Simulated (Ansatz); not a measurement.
A series of calculations on CH₂BOSe

**1. Relaxation**

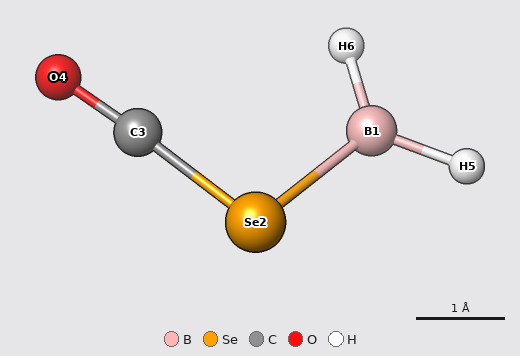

Starting structure of CH$_{2}$BOSe (charge +1). A ball-and-stick model, seen at a tilt.

The run prepares an end point of a later path (torsion) calculation, from a guessed geometry.

Level of theory: RKS B3LYP-D4/def2-SVP in Ansatz.

Input file:
```yaml
crystal:
  periodic: [false, false, false]
  atoms:
    - { symbol: B, position_ang: [-0.44787, 1.02718, -0.25287] }
    - { symbol: Se, position_ang: [0.53744, -0.38113, -1.11727] }
    - { symbol: C, position_ang: [0.63826, -1.41395, 0.27586] }
    - { symbol: O, position_ang: [0.73455, -2.12325, 1.14863] }
    - { symbol: H, position_ang: [-0.70859, 1.94366, -0.92007] }
    - { symbol: H, position_ang: [-0.75379, 0.94749, 0.86572] }
total_charge: 1
basis:
  gaussian: { orbitals: def2-SVP }
hamiltonian:
  xc: b3lyp
  dispersion: d4
relax:
  f_tol: 0.015
  max_steps: 40
```

Launched with:
```bash
ansatz run input.yaml --threads 1 --pin off --max-ram 2048MiB --backend cpu --events-out ev --progress --plain --runs-dir out
```

**What does the optimiser find from here?**

After 5 geometry steps the energy has fallen by 18.6 kJ/mol. Largest force component: 2.6 eV/Å at the start, 0.013 eV/Å at the end. H5 moves most after the best rigid fit: 0.074 Å. By element the largest moves are H 0.074 Å, B 0.065 Å, C 0.052 Å, Se 0.050 Å, O 0.045 Å. Some distances before and after: Se2–C3 1.737 → 1.823 Å, B1–Se2 1.924 → 2.008 Å, B1–H5 1.163 → 1.194 Å. Among the angles between lasting bonds that change: H5–B1–H6 123.2° → 130.8°, Se2–B1–H5 115.7° → 109.7°.

History of the run:

```json
{"step": "0", "E − E(0), kJ/mol": "0.00", "largest force component, eV/Å": "2.6242"}
{"step": "1", "E − E(0), kJ/mol": "-15.12", "largest force component, eV/Å": "1.0427"}
{"step": "2", "E − E(0), kJ/mol": "-18.60", "largest force component, eV/Å": "0.1110"}
{"step": "3", "E − E(0), kJ/mol": "-18.64", "largest force component, eV/Å": "0.0322"}
{"step": "4", "E − E(0), kJ/mol": "-18.64", "largest force component, eV/Å": "0.0162"}
{"step": "5", "E − E(0), kJ/mol": "-18.65", "largest force component, eV/Å": "0.0126"}
```

Final geometry:

```xyz
6

B    -0.4808    1.0774   -0.2283
Se    0.5486   -0.3705   -1.1652
C     0.6572   -1.4601    0.2919
O     0.7456   -2.1614    1.1704
H    -0.7033    1.9703   -0.9894
H    -0.7672    0.9444    0.9206
```

The end point in the same view:

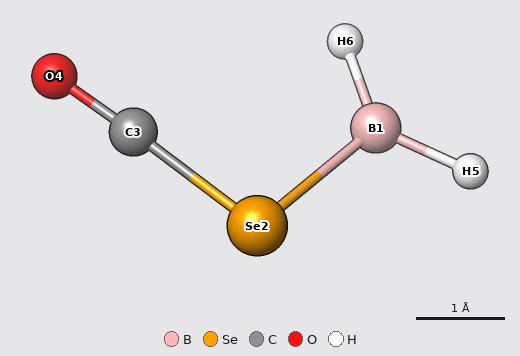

**2. Relaxation**

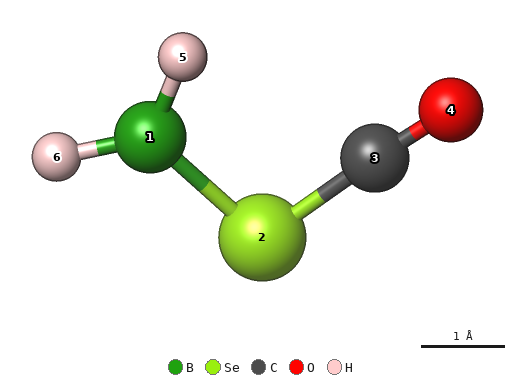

This is the input geometry for a relaxation of CH2BOSe (charge +1). A ball-and-stick model, seen at a tilt.

The run prepares an end point of a later path (torsion) calculation, from a guessed geometry.

These are results of RKS B3LYP-D4/def2-SVP (Ansatz 0.2.0), not measurements.

The input:
```yaml
crystal:
  periodic: [false, false, false]
  atoms:
    - { symbol: B, position_ang: [-0.44787, 1.02718, -0.25287] }
    - { symbol: Se, position_ang: [0.53744, -0.38113, -1.11727] }
    - { symbol: C, position_ang: [0.62277, 0.38562, -2.67371] }
    - { symbol: O, position_ang: [0.70716, 0.83667, -3.70499] }
    - { symbol: H, position_ang: [-0.70859, 1.94366, -0.92007] }
    - { symbol: H, position_ang: [-0.75379, 0.94749, 0.86572] }
total_charge: 1
basis:
  gaussian: { orbitals: def2-SVP }
hamiltonian:
  xc: b3lyp
  dispersion: d4
relax:
  f_tol: 0.015
  max_steps: 40
```

Run as
```bash
ansatz run input.yaml --threads 1 --pin off --max-ram 2048MiB --backend cpu --events-out ev --progress --plain --runs-dir out
```

> Where does the relaxation end?

The energy falls by 22.3 kJ/mol in 5 geometry steps. The largest force component goes from 2.3 to 0.014 eV/Å. The largest move after the best rigid fit is that of H5, 0.13 Å. Largest moves by element: H 0.13 Å, B 0.08 Å, O 0.07 Å, C 0.06 Å, Se 0.05 Å. Among the contacts that change: Se2–C3 1.737 → 1.822 Å, B1–Se2 1.924 → 2.008 Å, B1–H5 1.163 → 1.191 Å. Among the angles between lasting bonds that change: Se2–B1–H6 121.1° → 109.7°, H5–B1–H6 123.2° → 130.8°, Se2–B1–H5 115.7° → 119.6°.

The structure at the end:

```xyz
6

B    -0.4883    1.1003   -0.2430
Se    0.5380   -0.4100   -1.0787
C     0.6503    0.3622   -2.7257
O     0.7414    0.8060   -3.7582
H    -0.7726    2.0524   -0.9003
H    -0.7117    0.8486    0.9027
```

The end point in the same view:

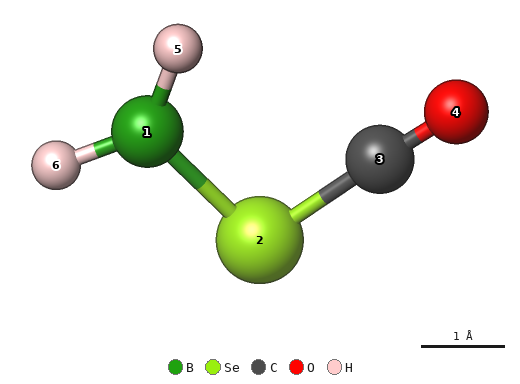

**3. Path**

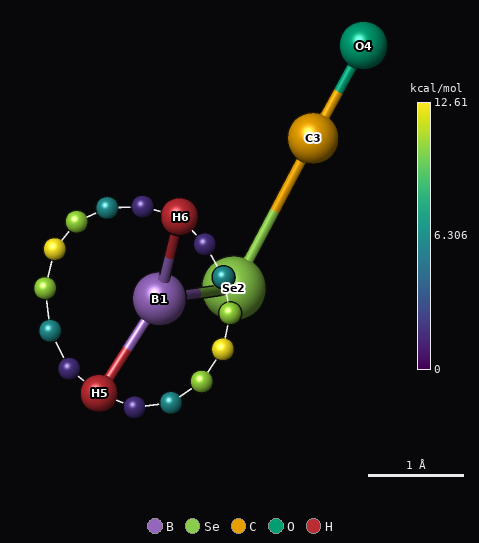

A search for the minimum-energy path of CH$_{2}$BOSe (charge +1) by the nudged elastic band. Images are numbered from 0 (start) to 8 (end). The start is drawn whole; smaller spheres mark the moving atoms (H) in the later images, joined by lines and coloured by the energy of the image relative to the start. The picture is a ball-and-stick view, seen from a free direction.

These are results of RKS B3LYP-D4/def2-SVP (Ansatz), not measurements. Set-up: 7 movable images; climbing image; force threshold 0.05 eV/Å; iteration limit 49; starting path by image-dependent pair potential.

### Describe the path and its energy.

The motion is a rotation about the B1–Se2 bond by about 180°. No bond forms or breaks between the ends. Among the angles between lasting bonds that change up to the highest image: Se2–B1–H6 119.5° → 113.0°, Se2–B1–H5 109.7° → 113.1°. The barrier is about 12.6 kcal/mol in both directions, with image 4 at the top; the ends have the same energy. The band converged in 6 iterations. The largest component of the band force went from 1.4 to 0.03 eV/Å. The climbing image converged on the top of the path. Its vibrational analysis gives one imaginary mode (358i cm⁻¹), as a transition state must have.

The run took 2.3 min on 1 thread of Arm Neoverse V2, on a shared host, peak memory 0.17 GiB.
